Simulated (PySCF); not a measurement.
Vertical excitations of a molecule C₄H₄ClF from TDDFT-M06-2X/def2-SVPD (PySCF), as energy in eV (oscillator strength): 5.67 (0.517), 6.26 (0.002), 6.63 (0.002), 6.67 (0.001), 6.80 (0.070), 7.23 (0.026), 7.62 (0.057), 7.71 (0.002), 7.82 (0.002), 7.97 (0.000). Lowest triplet (TDA): 3.38 eV. Coordinates come from a PBE0-D3(BJ)/def2-SVP optimisation. The values are those of a single conformer.

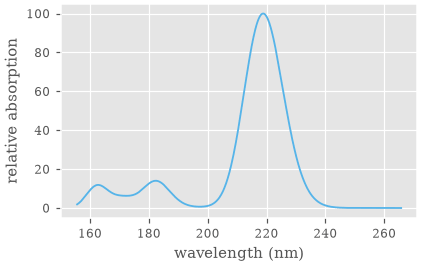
The lines broadened by 0.4 eV.

**Question.** Identify the compound among the candidates.
A. C=C=C(F)CCl
B. C=C=C[C@H](F)Cl
C. CC=C=C(F)Cl
D. C=C(Cl)/C=C\F

**Answer.** D, C=C(Cl)/C=C\F
